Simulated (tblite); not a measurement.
**Geometry relaxation of C4H3N2**

System: C4H3N2, multiplicity 2.
Method: GFN2-xTB geometry optimisation, gas phase (tblite 0.8.0).

It belongs to a series of runs on one base structure; here: H removed from sp2 C.

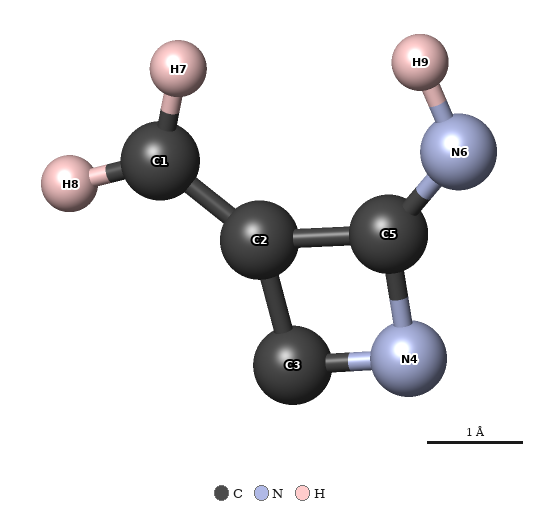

The input geometry (ball-and-stick view, seen at an oblique angle; atoms are numbered from 1 in the order of the input). Bond lengths as drawn: C–C 1.34 to 1.44 Å, C–H 1.08 to 1.10 Å, C–N 1.31 to 1.41 Å and H–N 1.06 Å.

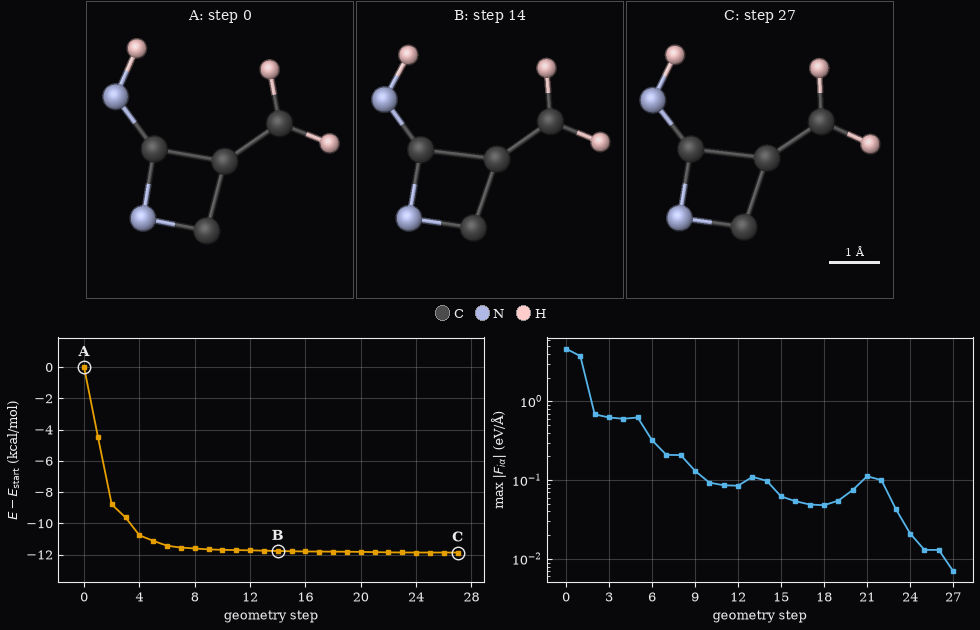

Frames of the relaxation (ball-and-stick view, seen on its broad side) above the curves, on which the letters mark them (steps are counted from 0).

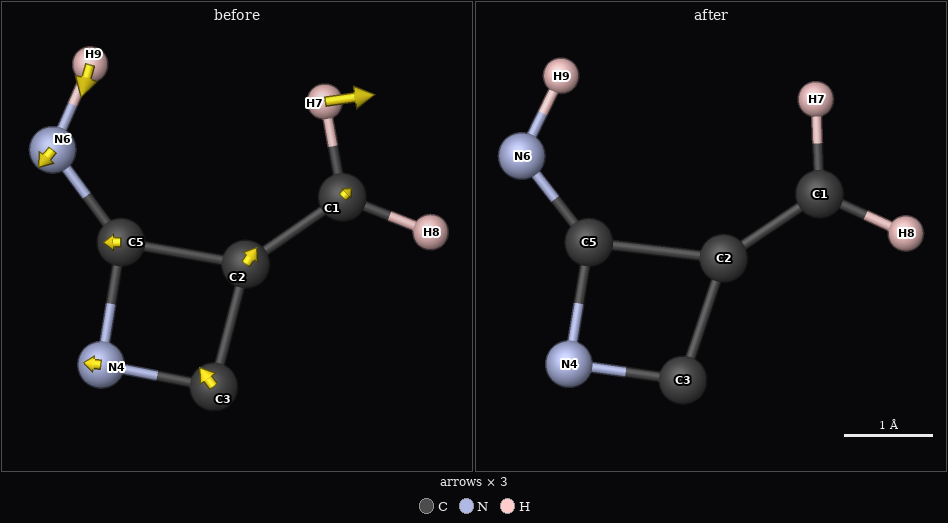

Before (left) and after (right) the relaxation, at one scale (ball-and-stick view, seen on its broad side). The yellow arrows give the displacements, magnified 3 times. The atom that moves furthest after the best rigid fit is H7 (0.20 Å). By element the largest moves are H 0.20 Å, C 0.09 Å, N 0.09 Å. Distances before and after: C2–C5 1.439 → 1.542 Å, C5–N6 1.307 → 1.244 Å, N6–H9 1.061 → 1.016 Å, C1–H7 1.105 → 1.079 Å. Among the angles that change: C2–C1–H7 114.4° → 121.7°, C3–C2–C5 85.3° → 78.3°, C2–C3–N4 93.5° → 100.5°. Over 27 geometry steps the energy falls by 11.9 kcal/mol. The largest force component goes from 4.7 to 0.007 eV/Å. (Atoms are counted from 1 in the order of the input.)

The input and output of the run follow.

## Input
```
{"job": {"kind": "relax", "xc": "GFN2-xTB", "basis": "xTB"}, "charge": 0, "multiplicity": 2}
C      1.417500    -0.462500     0.089700
C      0.086200    -0.588900     0.042500
C     -0.916800    -1.623000     0.104800
N     -1.907000    -0.780700    -0.014900
C     -1.025300     0.319900    -0.060400
N     -1.181900     1.611400    -0.186300
H      1.779500     0.578500     0.012500
H      2.094500    -1.296000     0.192200
H     -0.333200     2.247200    -0.205300
```

The first line tells a small driver script what to run in tblite; the rest is the geometry in Å.

Launch command:
```bash
OMP_NUM_THREADS=1 python <driver script> task.json out
```

## The program's output
```
step      E/eV     max force
  0    -427.02569    4.802
  1    -427.21877    3.766
  2    -427.40668    0.723
  3    -427.44298    0.745
  4    -427.49240    0.645
  5    -427.50772    0.650
  6    -427.52139    0.327
  7    -427.52646    0.211
  8    -427.52894    0.215
  9    -427.53159    0.147
 10    -427.53276    0.111
 11    -427.53344    0.111
 12    -427.53414    0.100
 13    -427.53507    0.118
 14    -427.53598    0.112
 15    -427.53674    0.076
 16    -427.53727    0.065
 17    -427.53757    0.060
 18    -427.53778    0.062
 19    -427.53802    0.061
 20    -427.53841    0.076
 21    -427.53904    0.112
 22    -427.53975    0.101
 23    -427.54013    0.050
 24    -427.54024    0.023
 25    -427.54027    0.015
 26    -427.54029    0.013
 27    -427.54030    0.008
```

## Trajectory as extended XYZ (Å, eV, eV/Å), 23 of the 28 frames kept, from step=0 to step=27
```
9
Properties=species:S:1:pos:R:3:forces:R:3 step=0 energy=-427.02569
C     1.4175   -0.4625    0.0897   -0.8100   0.8710  -0.1200
C     0.0862   -0.5889    0.0425    4.6710  -1.0360   0.4120
C    -0.9168   -1.6230    0.1048   -0.0150   0.8130  -0.1400
N    -1.9070   -0.7807   -0.0149   -2.4820   0.2690  -0.0260
C    -1.0253    0.3199   -0.0604   -1.4600   3.6320  -0.5700
N    -1.1819    1.6114   -0.1863    0.9100  -2.5580   0.3270
H     1.7795    0.5785    0.0125    0.2200  -0.8970   0.0870
H     2.0945   -1.2960    0.1922   -0.0530   0.2560  -0.0460
H    -0.3332    2.2472   -0.2053   -0.9820  -1.3480   0.0770
9
Properties=species:S:1:pos:R:3:forces:R:3 step=1 energy=-427.21877
C     1.4059   -0.4501    0.0880    3.7470   0.3560   0.1240
C     0.1530   -0.6037    0.0484   -3.4000  -0.8710   0.0490
C    -0.9170   -1.6114    0.1028   -0.3530   1.8270  -0.2380
N    -1.9425   -0.7768   -0.0153    0.6380   0.6700   0.0560
C    -1.0461    0.3718   -0.0685   -0.3370  -3.6900   0.1550
N    -1.1689    1.5748   -0.1816    0.1610   2.5560  -0.1840
H     1.7827    0.5656    0.0137    0.4120  -0.2940   0.0420
H     2.0938   -1.2923    0.1915   -0.0830   0.5030  -0.0640
H    -0.3473    2.2280   -0.2042   -0.7850  -1.0560   0.0600
9
Properties=species:S:1:pos:R:3:forces:R:3 step=2 energy=-427.40668
C     1.4370   -0.4441    0.0887   -0.1810  -0.2830   0.0190
C     0.1375   -0.6149    0.0502    0.4070   0.1660   0.0780
C    -0.9202   -1.5923    0.1002   -0.3940   0.5970  -0.1060
N    -1.9447   -0.7699   -0.0149   -0.0470   0.6840  -0.0030
C    -1.0539    0.3504   -0.0690   -0.2420  -0.4380  -0.0800
N    -1.1646    1.5896   -0.1822   -0.4100  -0.5170   0.0530
H     1.7871    0.5601    0.0144    0.5940   0.2250   0.0040
H     2.0929   -1.2870    0.1908    0.3050   0.1090  -0.0110
H    -0.3575    2.2141   -0.2034   -0.0330  -0.5450   0.0470
9
Properties=species:S:1:pos:R:3:forces:R:3 step=4 energy=-427.49240
C     1.4532   -0.4465    0.0897   -0.4220   0.1640  -0.0220
C     0.1494   -0.6118    0.0557    0.2890   0.2990  -0.0510
C    -0.9441   -1.5511    0.0930   -0.2290  -0.3510   0.0400
N    -1.9621   -0.7244   -0.0155   -0.3630  -0.2580  -0.0160
C    -1.0694    0.3309   -0.0754    0.3710   0.1740   0.0500
N    -1.1880    1.5588   -0.1787   -0.2210   0.6010  -0.0760
H     1.8274    0.5628    0.0157    0.3250  -0.1360   0.0240
H     2.1149   -1.2789    0.1899    0.3430  -0.0810   0.0190
H    -0.3676    2.1661   -0.1996   -0.0920  -0.4110   0.0320
9
Properties=species:S:1:pos:R:3:forces:R:3 step=5 energy=-427.50772
C     1.4511   -0.4445    0.0896    0.2130   0.0570   0.0110
C     0.1542   -0.6068    0.0559   -0.4100   0.1200  -0.0710
C    -0.9521   -1.5482    0.0922   -0.1780  -0.1550   0.0300
N    -1.9703   -0.7193   -0.0158   -0.0350  -0.3650  -0.0010
C    -1.0667    0.3284   -0.0758    0.1820   0.6240   0.0210
N    -1.1960    1.5625   -0.1793   -0.2820  -0.0440  -0.0290
H     1.8400    0.5614    0.0163    0.2500  -0.1660   0.0240
H     2.1242   -1.2785    0.1901    0.1380   0.0910  -0.0030
H    -0.3709    2.1508   -0.1984    0.1230  -0.1620   0.0180
9
Properties=species:S:1:pos:R:3:forces:R:3 step=6 energy=-427.52139
C     1.4522   -0.4439    0.0899    0.1880   0.0000   0.0120
C     0.1519   -0.6007    0.0550   -0.3210   0.0330  -0.0540
C    -0.9624   -1.5465    0.0918    0.0490  -0.0130   0.0240
N    -1.9756   -0.7207   -0.0160    0.0510  -0.1650  -0.0120
C    -1.0626    0.3346   -0.0758   -0.0730   0.1360   0.0440
N    -1.2075    1.5645   -0.1802   -0.1780   0.0880  -0.0330
H     1.8550    0.5587    0.0172    0.1610  -0.1940   0.0240
H     2.1337   -1.2760    0.1900    0.0010   0.1410  -0.0120
H    -0.3711    2.1361   -0.1971    0.1220  -0.0260   0.0070
9
Properties=species:S:1:pos:R:3:forces:R:3 step=7 energy=-427.52646
C     1.4532   -0.4440    0.0901    0.0030  -0.0230   0.0030
C     0.1484   -0.5964    0.0537   -0.0760   0.0260  -0.0270
C    -0.9664   -1.5458    0.0920    0.1370   0.0450   0.0150
N    -1.9782   -0.7232   -0.0164    0.0570  -0.0550  -0.0110
C    -1.0625    0.3383   -0.0749   -0.2090  -0.0010   0.0270
N    -1.2167    1.5679   -0.1812   -0.0110   0.0590  -0.0160
H     1.8660    0.5539    0.0180    0.1130  -0.1510   0.0200
H     2.1389   -1.2723    0.1898   -0.0460   0.0970  -0.0110
H    -0.3692    2.1276   -0.1963    0.0310   0.0030   0.0010
9
Properties=species:S:1:pos:R:3:forces:R:3 step=9 energy=-427.53159
C     1.4515   -0.4446    0.0903   -0.1100   0.0080  -0.0090
C     0.1441   -0.5897    0.0514    0.1080   0.0730   0.0150
C    -0.9620   -1.5437    0.0930    0.0930   0.0200  -0.0030
N    -1.9792   -0.7283   -0.0173   -0.0050   0.0190   0.0060
C    -1.0741    0.3430   -0.0731   -0.1310  -0.0650  -0.0190
N    -1.2248    1.5734   -0.1829    0.0600  -0.0210   0.0100
H     1.8832    0.5416    0.0199    0.0680   0.0060   0.0050
H     2.1416   -1.2652    0.1891   -0.0510  -0.0640   0.0000
H    -0.3667    2.1195   -0.1956   -0.0330   0.0240  -0.0040
9
Properties=species:S:1:pos:R:3:forces:R:3 step=10 energy=-427.53276
C     1.4501   -0.4444    0.0902   -0.0390   0.0240  -0.0080
C     0.1435   -0.5868    0.0509    0.0700   0.0720   0.0190
C    -0.9582   -1.5427    0.0933    0.0370   0.0000  -0.0070
N    -1.9790   -0.7298   -0.0174   -0.0220  -0.0040   0.0110
C    -1.0804    0.3433   -0.0729   -0.0360  -0.0340  -0.0270
N    -1.2254    1.5743   -0.1832    0.0250  -0.0280   0.0120
H     1.8888    0.5380    0.0206    0.0550   0.0440   0.0010
H     2.1406   -1.2644    0.1889   -0.0600  -0.0930   0.0020
H    -0.3665    2.1186   -0.1955   -0.0310   0.0180  -0.0040
9
Properties=species:S:1:pos:R:3:forces:R:3 step=11 energy=-427.53344
C     1.4495   -0.4439    0.0901    0.0330   0.0340  -0.0040
C     0.1437   -0.5842    0.0510    0.0130   0.0500   0.0140
C    -0.9552   -1.5422    0.0933   -0.0040  -0.0010  -0.0060
N    -1.9790   -0.7309   -0.0173   -0.0100  -0.0320   0.0110
C    -1.0844    0.3429   -0.0733    0.0310   0.0000  -0.0210
N    -1.2252    1.5742   -0.1831   -0.0160  -0.0170   0.0070
H     1.8924    0.5368    0.0209    0.0470   0.0450   0.0000
H     2.1386   -1.2656    0.1888   -0.0700  -0.0860   0.0010
H    -0.3668    2.1188   -0.1956   -0.0240   0.0080  -0.0020
9
Properties=species:S:1:pos:R:3:forces:R:3 step=12 energy=-427.53414
C     1.4496   -0.4427    0.0898    0.0850   0.0340   0.0000
C     0.1441   -0.5807    0.0514   -0.0360   0.0190   0.0030
C    -0.9525   -1.5416    0.0932   -0.0220   0.0010  -0.0020
N    -1.9791   -0.7326   -0.0169    0.0090  -0.0420   0.0060
C    -1.0876    0.3424   -0.0741    0.0810   0.0250  -0.0060
N    -1.2253    1.5739   -0.1829   -0.0540   0.0000  -0.0010
H     1.8969    0.5366    0.0213    0.0380   0.0280   0.0000
H     2.1351   -1.2685    0.1887   -0.0800  -0.0600  -0.0010
H    -0.3676    2.1192   -0.1957   -0.0190  -0.0040  -0.0010
9
Properties=species:S:1:pos:R:3:forces:R:3 step=14 energy=-427.53598
C     1.4523   -0.4377    0.0892    0.0710   0.0040   0.0090
C     0.1455   -0.5694    0.0524   -0.0490  -0.0460  -0.0220
C    -0.9459   -1.5395    0.0930   -0.0020   0.0100   0.0110
N    -1.9786   -0.7388   -0.0158    0.0630   0.0060  -0.0140
C    -1.0921    0.3418   -0.0761    0.0980   0.0410   0.0340
N    -1.2300    1.5736   -0.1826   -0.0840   0.0230  -0.0170
H     1.9133    0.5370    0.0223    0.0090  -0.0380   0.0020
H     2.1207   -1.2797    0.1884   -0.0700   0.0170  -0.0050
H    -0.3717    2.1188   -0.1960   -0.0350  -0.0170   0.0010
9
Properties=species:S:1:pos:R:3:forces:R:3 step=15 energy=-427.53674
C     1.4541   -0.4355    0.0891    0.0100  -0.0150   0.0090
C     0.1463   -0.5650    0.0523   -0.0050  -0.0430  -0.0230
C    -0.9432   -1.5384    0.0931    0.0230   0.0090   0.0130
N    -1.9773   -0.7412   -0.0156    0.0620   0.0400  -0.0180
C    -1.0915    0.3424   -0.0763    0.0530   0.0270   0.0370
N    -1.2342    1.5739   -0.1828   -0.0550   0.0130  -0.0160
H     1.9212    0.5365    0.0228   -0.0010  -0.0540   0.0030
H     2.1129   -1.2846    0.1882   -0.0370   0.0270  -0.0040
H    -0.3746    2.1178   -0.1960   -0.0480  -0.0050   0.0000
9
Properties=species:S:1:pos:R:3:forces:R:3 step=16 energy=-427.53727
C     1.4552   -0.4343    0.0892   -0.0350  -0.0260   0.0060
C     0.1469   -0.5628    0.0519    0.0320  -0.0180  -0.0150
C    -0.9412   -1.5377    0.0934    0.0330   0.0060   0.0090
N    -1.9753   -0.7419   -0.0158    0.0370   0.0510  -0.0140
C    -1.0900    0.3434   -0.0757    0.0060   0.0100   0.0240
N    -1.2381    1.5744   -0.1833   -0.0200  -0.0020  -0.0090
H     1.9264    0.5353    0.0232   -0.0030  -0.0470   0.0030
H     2.1071   -1.2875    0.1880    0.0020   0.0120  -0.0010
H    -0.3776    2.1171   -0.1961   -0.0540   0.0160  -0.0020
9
Properties=species:S:1:pos:R:3:forces:R:3 step=17 energy=-427.53757
C     1.4555   -0.4342    0.0893   -0.0370  -0.0280   0.0030
C     0.1475   -0.5621    0.0513    0.0390   0.0050  -0.0040
C    -0.9394   -1.5372    0.0938    0.0230   0.0050   0.0030
N    -1.9734   -0.7415   -0.0162    0.0090   0.0340  -0.0060
C    -1.0888    0.3443   -0.0749   -0.0170  -0.0020   0.0070
N    -1.2406    1.5747   -0.1838    0.0000  -0.0080  -0.0020
H     1.9290    0.5337    0.0235    0.0010  -0.0300   0.0020
H     2.1040   -1.2888    0.1879    0.0300  -0.0110   0.0020
H    -0.3802    2.1172   -0.1962   -0.0490   0.0350  -0.0040
9
Properties=species:S:1:pos:R:3:forces:R:3 step=18 energy=-427.53778
C     1.4556   -0.4346    0.0895   -0.0100  -0.0260   0.0010
C     0.1481   -0.5617    0.0509    0.0240   0.0160   0.0060
C    -0.9378   -1.5368    0.0941    0.0040   0.0050  -0.0030
N    -1.9719   -0.7408   -0.0166   -0.0130   0.0070   0.0020
C    -1.0883    0.3448   -0.0742   -0.0180  -0.0040  -0.0080
N    -1.2423    1.5748   -0.1841    0.0030  -0.0050   0.0020
H     1.9306    0.5319    0.0237    0.0060  -0.0150   0.0010
H     2.1024   -1.2899    0.1878    0.0430  -0.0250   0.0030
H    -0.3828    2.1181   -0.1963   -0.0390   0.0480  -0.0050
9
Properties=species:S:1:pos:R:3:forces:R:3 step=20 energy=-427.53841
C     1.4567   -0.4373    0.0901    0.0750  -0.0140  -0.0010
C     0.1503   -0.5590    0.0502   -0.0330   0.0090   0.0210
C    -0.9332   -1.5350    0.0947   -0.0440   0.0050  -0.0120
N    -1.9685   -0.7394   -0.0172   -0.0390  -0.0550   0.0170
C    -1.0882    0.3463   -0.0732    0.0060   0.0080  -0.0310
N    -1.2475    1.5751   -0.1849   -0.0150   0.0120   0.0080
H     1.9365    0.5260    0.0245    0.0170   0.0110   0.0010
H     2.1002   -1.2951    0.1879    0.0440  -0.0330   0.0040
H    -0.3929    2.1244   -0.1972   -0.0100   0.0580  -0.0060
9
Properties=species:S:1:pos:R:3:forces:R:3 step=21 energy=-427.53904
C     1.4593   -0.4410    0.0907    0.1120  -0.0020  -0.0030
C     0.1528   -0.5556    0.0500   -0.0640  -0.0100   0.0270
C    -0.9291   -1.5327    0.0949   -0.0660   0.0010  -0.0160
N    -1.9659   -0.7389   -0.0175   -0.0410  -0.0780   0.0220
C    -1.0880    0.3480   -0.0729    0.0240   0.0180  -0.0400
N    -1.2537    1.5756   -0.1855   -0.0270   0.0230   0.0100
H     1.9439    0.5197    0.0254    0.0250   0.0200   0.0010
H     2.0991   -1.3022    0.1880    0.0300  -0.0230   0.0030
H    -0.4049    2.1331   -0.1982    0.0070   0.0510  -0.0050
9
Properties=species:S:1:pos:R:3:forces:R:3 step=22 energy=-427.53975
C     1.4636   -0.4458    0.0914    0.1000   0.0100  -0.0060
C     0.1559   -0.5515    0.0503   -0.0640  -0.0300   0.0260
C    -0.9252   -1.5298    0.0950   -0.0630  -0.0070  -0.0130
N    -1.9634   -0.7391   -0.0175   -0.0280  -0.0660   0.0200
C    -1.0874    0.3504   -0.0733    0.0290   0.0230  -0.0360
N    -1.2621    1.5766   -0.1862   -0.0260   0.0230   0.0100
H     1.9538    0.5121    0.0265    0.0290   0.0200   0.0010
H     2.0986   -1.3114    0.1883    0.0080  -0.0040   0.0020
H    -0.4203    2.1446   -0.1997    0.0140   0.0320  -0.0040
9
Properties=species:S:1:pos:R:3:forces:R:3 step=23 energy=-427.54013
C     1.4667   -0.4486    0.0917    0.0430   0.0130  -0.0060
C     0.1576   -0.5497    0.0510   -0.0340  -0.0330   0.0160
C    -0.9244   -1.5283    0.0947   -0.0330  -0.0140  -0.0060
N    -1.9628   -0.7397   -0.0172   -0.0090  -0.0250   0.0100
C    -1.0865    0.3519   -0.0741    0.0170   0.0120  -0.0200
N    -1.2671    1.5774   -0.1864   -0.0130   0.0120   0.0070
H     1.9598    0.5081    0.0271    0.0260   0.0100   0.0010
H     2.0993   -1.3166    0.1886   -0.0060   0.0100   0.0010
H    -0.4291    2.1516   -0.2006    0.0090   0.0150  -0.0020
9
Properties=species:S:1:pos:R:3:forces:R:3 step=25 energy=-427.54027
C     1.4673   -0.4484    0.0914   -0.0130   0.0060  -0.0030
C     0.1573   -0.5513    0.0518    0.0030  -0.0100   0.0010
C    -0.9264   -1.5291    0.0944   -0.0010  -0.0080   0.0010
N    -1.9638   -0.7400   -0.0169    0.0020   0.0090  -0.0010
C    -1.0858    0.3519   -0.0750   -0.0010  -0.0050   0.0000
N    -1.2670    1.5778   -0.1860    0.0070  -0.0030   0.0020
H     1.9601    0.5089    0.0271    0.0120  -0.0030   0.0000
H     2.1005   -1.3159    0.1887   -0.0050   0.0090   0.0010
H    -0.4287    2.1522   -0.2006   -0.0040   0.0060  -0.0010
9
Properties=species:S:1:pos:R:3:forces:R:3 step=26 energy=-427.54029
C     1.4671   -0.4481    0.0913   -0.0130   0.0020  -0.0020
C     0.1571   -0.5519    0.0519    0.0060  -0.0020  -0.0020
C    -0.9268   -1.5295    0.0944    0.0010  -0.0040   0.0020
N    -1.9640   -0.7399   -0.0168    0.0000   0.0070  -0.0030
C    -1.0857    0.3518   -0.0751   -0.0020  -0.0060   0.0030
N    -1.2667    1.5777   -0.1859    0.0080  -0.0050   0.0010
H     1.9603    0.5091    0.0270    0.0070  -0.0040   0.0000
H     2.1005   -1.3154    0.1887   -0.0030   0.0060   0.0010
H    -0.4283    2.1521   -0.2006   -0.0050   0.0040  -0.0010
9
Properties=species:S:1:pos:R:3:forces:R:3 step=27 energy=-427.54030
C     1.4670   -0.4479    0.0911   -0.0070   0.0000   0.0000
C     0.1571   -0.5522    0.0520    0.0040   0.0040  -0.0030
C    -0.9269   -1.5297    0.0944    0.0000   0.0010   0.0010
N    -1.9639   -0.7398   -0.0169   -0.0020   0.0020  -0.0020
C    -1.0857    0.3517   -0.0751    0.0000  -0.0040   0.0040
N    -1.2666    1.5776   -0.1858    0.0060  -0.0050   0.0010
H     1.9610    0.5089    0.0271    0.0020  -0.0030  -0.0010
H     2.1003   -1.3152    0.1888    0.0000   0.0030   0.0010
H    -0.4287    2.1526   -0.2007   -0.0030   0.0020   0.0000
```

## Summary

| quantity | value |
| --- | --- |
| outcome | converged |
| total energy | −427.5403 eV |
| hardware | 1 CPU thread, shared host |
| peak memory | 0.23 GiB |
